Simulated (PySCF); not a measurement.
Species, as SMILES: [C-]#[NH+] (C-NH).
Geometry (B3LYP-D3(BJ)/def2-TZVP, fixed):
```
N
C 1 1.1640
H 1 0.9974 2 180.00
```

Basis-set convergence of the lowest singlet excitation energy at PBE0 with PySCF. Tamm-Dancoff approximation; the state is taken by its order, and sets in which it differs in degeneracy or brightness are left out, yet its character can still change. All functions are spherical. Density fitting with generated auxiliary sets. No added dispersion term, no relativity. Reference: the value in d-aug-cc-pVTZ, 8.060 eV, itself unsure by roughly 0.032 eV (its mean distance from aug-pcseg-3, aug-cc-pVQZ, aug-pcseg-2). Deviations are taken from unrounded values. Cost is core time over that of aug-pcseg-1, rough, on shared machines of one kind.

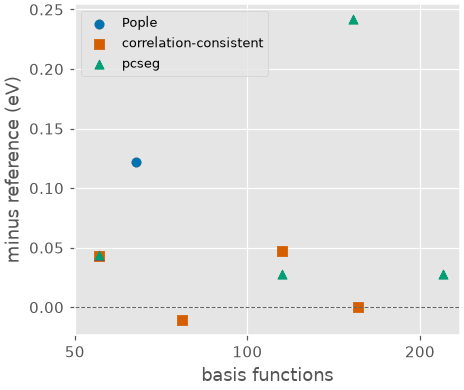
*Deviation from the reference against the number of basis functions, by family of sets.*

```
basis            functions  lowest singlet excitation energy (eV)  minus reference (eV)  cost
---------------  ---------  -------------------------------------  --------------------  ----
aug-cc-pVDZ             55                                  8.103                 0.043  0.8×
aug-pcseg-1             55                                  8.104                 0.044    1×
6-311++G(2d,2p)         64                                  8.182                 0.122    2×
d-aug-cc-pVDZ           77                                  8.050                -0.011    2×
aug-cc-pVTZ            115                                  8.108                 0.047    5×
aug-pcseg-2            115                                  8.088                 0.028    4×
pcseg-3                153                                  8.302                 0.242    9×
d-aug-cc-pVTZ          156                                  8.060                 0.000    9×
aug-pcseg-3            219                                  8.088                 0.028   30×
```
